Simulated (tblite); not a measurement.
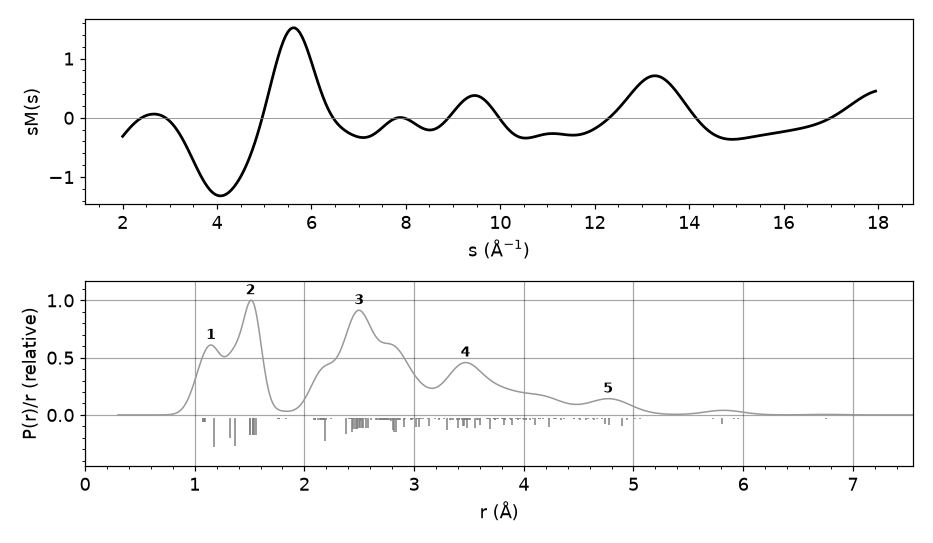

Simulated gas electron diffraction: reduced molecular intensity sM(s) from the Debye equation in the first Born approximation (top) and the radial distribution curve (bottom) of C₈H₁₃FO. Each pair of atoms contributes with weight ZᵢZⱼ/r (bars below the curve); damping constant 0.002 Å²; vibrational amplitudes assumed, not computed: 0.05 Å for bonds, 0.078 Å for bonds to H, 0.06 + 0.015 r up to 0.15 Å for other pairs. The geometry is the end point of an optimisation (tblite, GFN2-xTB geometry optimisation, gas phase); it may be a saddle point or a higher isomer. SMILES: C=C[C@@H](C)C(C)(C)C(=O)F.

Q: Assign the numbered peaks of the radial distribution curve (– bonded, ··· not bonded).

A: Peak 1, 1.15 Å: C–H 1.08–1.10 Å (×13), O–C 1.18 Å, not resolved
Peak 2, 1.51 Å: F–C 1.37 Å, C–C 1.50–1.56 Å (×6), not resolved; in its flanks C–C 1.32 Å
Peak 3, 2.50 Å: F···C 2.38 Å, C···C 2.44–2.58 Å (×10), C···H 2.53–2.77 Å (×20), not resolved; in its flanks C···H 2.09–2.97 Å, F···O 2.19 Å, F···C 2.81–2.84 Å
Peak 4, 3.47 Å: F···C 3.30–3.69 Å (×2), C···H 3.33–3.68 Å (×21), O···C 3.40–3.55 Å (×3), C···C 3.44–3.60 Å (×3), not resolved; in its flanks C···C 3.82–4.11 Å, C···H 3.88–4.46 Å, F···C 4.23 Å
Peak 5, 4.77 Å: C···H 4.50–5.01 Å (×8), F···H 4.51–4.94 Å (×3), C···C 4.74 Å, O···C 4.78 Å, F···C 4.90 Å, not resolved
